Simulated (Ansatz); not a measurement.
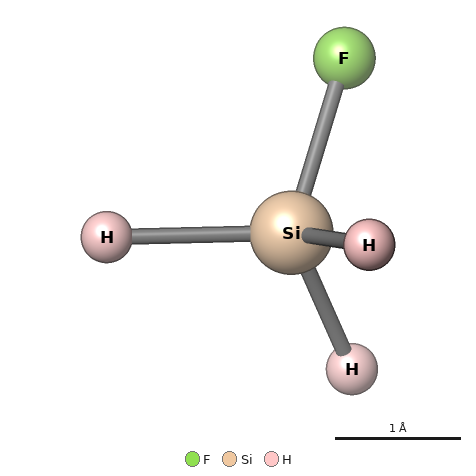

Distant atoms are faded towards the background colour. The geometry was computed by an optimisation with PBE0-D4/def2-TZVP. Masses are those of the most abundant isotopes; constants are for the rigid equilibrium geometry.

**What kind of rotor is it, and what are its rotational constants in MHz?**

A prolate symmetric top (C3v): A = 84485, B = C = 14248 MHz.
